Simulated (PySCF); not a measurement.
# MP2/STO-3G run of C4H7S− (SMILES CC/C=C\[S-])

Aim: the vertical ionisation energy of C4H7S− at MP2/STO-3G, from 2 runs. The job is set up through a Python script.

The results are computed with PySCF 2.14.0.

## 1. The system as given

The species is C4H7S− (12 atoms), meant as a singlet with charge -1. As SMILES, `CC/C=C\[S-]`. The coordinates come from a GFN2-xTB relaxation. This is one conformer, not always the lowest.

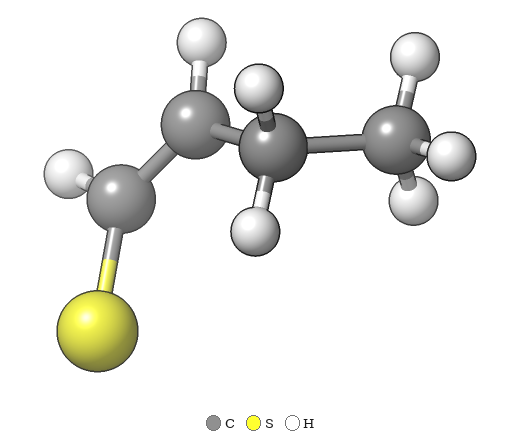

Viewed from a chosen angle; carbon grey, sulfur yellow, hydrogen white.

## 2. The energy at MP2/STO-3G

Input file run.py:

```python
from pyscf import gto, mp

system = gto.M(
    atom='''
C       -1.298590       0.609890       0.802590
C        0.200000       0.358450       0.617850
C        0.474610      -0.826860      -0.252840
C        1.138410      -0.759260      -1.419050
S        1.814500       0.626230      -2.150460
H       -1.476730       1.473480       1.446060
H       -1.765110       0.795550      -0.162960
H       -1.779900      -0.259660       1.253260
H        0.657630       0.226540       1.610510
H        0.661610       1.227080       0.143190
H        0.094940      -1.785880       0.095090
H        1.278650      -1.685560      -1.983230
''',
    charge=-1,
    spin=0,
    max_memory=1860,
    basis='sto-3g',
    verbose=3,
)

mf = system.RHF()
mf.conv_tol = 1e-10
mf.kernel()
if not mf.converged:
    mf = mf.newton().run(mf.mo_coeff, mf.mo_occ)

pt = mp.MP2(mf, frozen=9).run()
e_tot = pt.e_tot
print('E = %.10f Eh' % e_tot)
```

On the command line:

```console
$ OMP_NUM_THREADS=1 python run.py
```

Output:

```text
converged SCF energy = -546.667105206016
E(RMP2) = -546.904775167108  E_corr = -0.237669961091867
E(SCS-RMP2) = -546.921785947424  E_corr = -0.254680741408831
E = -546.9047751671 Eh
```

Wall time 0.76 s (1 thread of AMD EPYC 9R14 (Zen 4), shared host); peak memory 0.12 GiB.

## 3. Doublet neutral C4H7S, same level

Input file job.py:

```python
from pyscf import gto, scf, mp

mol = gto.M(
    atom=[
    ('C', (-1.298590, 0.609890, 0.802590)),
    ('C', (0.200000, 0.358450, 0.617850)),
    ('C', (0.474610, -0.826860, -0.252840)),
    ('C', (1.138410, -0.759260, -1.419050)),
    ('S', (1.814500, 0.626230, -2.150460)),
    ('H', (-1.476730, 1.473480, 1.446060)),
    ('H', (-1.765110, 0.795550, -0.162960)),
    ('H', (-1.779900, -0.259660, 1.253260)),
    ('H', (0.657630, 0.226540, 1.610510)),
    ('H', (0.661610, 1.227080, 0.143190)),
    ('H', (0.094940, -1.785880, 0.095090)),
    ('H', (1.278650, -1.685560, -1.983230)),
],
    verbose=3,
    spin=1,
    max_memory=1860,
    basis='sto-3g',
)

calc0 = scf.UHF(mol)
calc0.conv_tol = 1e-10
calc0.kernel()
if not calc0.converged:
    calc0 = calc0.newton().run(calc0.mo_coeff, calc0.mo_occ)

pt = mp.MP2(calc0, frozen=9).run()
e_final = pt.e_tot
print('E(%s) = %.9f' % ('MP2', e_final))
```

On the command line:

```console
$ OMP_NUM_THREADS=1 python job.py
```

Output:

```text
converged SCF energy = -546.838513528691  <S^2> = 1.0575077  2S+1 = 2.2869261
E(UMP2) = -547.045706785763  E_corr = -0.207193257071563
E(SCS-UMP2) = -547.062498769864  E_corr = -0.223985241172897
E(MP2) = -547.045706786
```

Run time: 0.82 s. Hardware: 1 thread of AMD EPYC 9R14 (Zen 4), shared host; peak memory 0.12 GiB.

## 4. Outcome

At MP2/STO-3G, 9 core orbitals frozen:

```
                                                                         quantity          value
                                                     singlet C4H7S−: total energy  -546.90478 Eh
                              singlet C4H7S−: HOMO energy (Hartree–Fock orbitals)        3.27 eV
                              singlet C4H7S−: LUMO energy (Hartree–Fock orbitals)       15.86 eV
            singlet C4H7S−: HOMO–LUMO gap (to an unbound level, set by the basis)       12.59 eV
                      singlet C4H7S−: correlation energy (9 core orbitals frozen)     -237.7 mEh
                                              doublet neutral C4H7S: total energy  -547.04571 Eh
                      doublet neutral C4H7S: dipole moment (Hartree–Fock density)         0.80 D
doublet neutral C4H7S: HOMO energy (Hartree–Fock orbitals) (highest over α and β)       -6.22 eV
 doublet neutral C4H7S: LUMO energy (Hartree–Fock orbitals) (lowest over α and β)        5.71 eV
               doublet neutral C4H7S: correlation energy (9 core orbitals frozen)     -207.2 mEh
                         doublet neutral C4H7S: ⟨S²⟩ of the reference determinant          1.058
                              vertical detachment energy (to the doublet neutral)      -3.835 eV
```

In words: The species is unbound against losing an electron at this level, by 3.83 eV (−370 kJ/mol); missing correlation or diffuse functions can give that sign where the real anion is bound. In a minimal basis such a difference can be off by several eV, whatever the method. The HOMO (singlet C4H7S−) lies at positive energy, 3.27 eV: the electron is unbound at this level or held by a compact basis; values depend on the basis. ⟨S²⟩ (doublet neutral C4H7S) is 1.06 where a pure doublet has 0.75: the reference is spin-contaminated. Mulliken charges (doublet neutral C4H7S) of the mean-field density run from -0.19 on C4 to +0.10 on S5; they depend strongly on the basis.
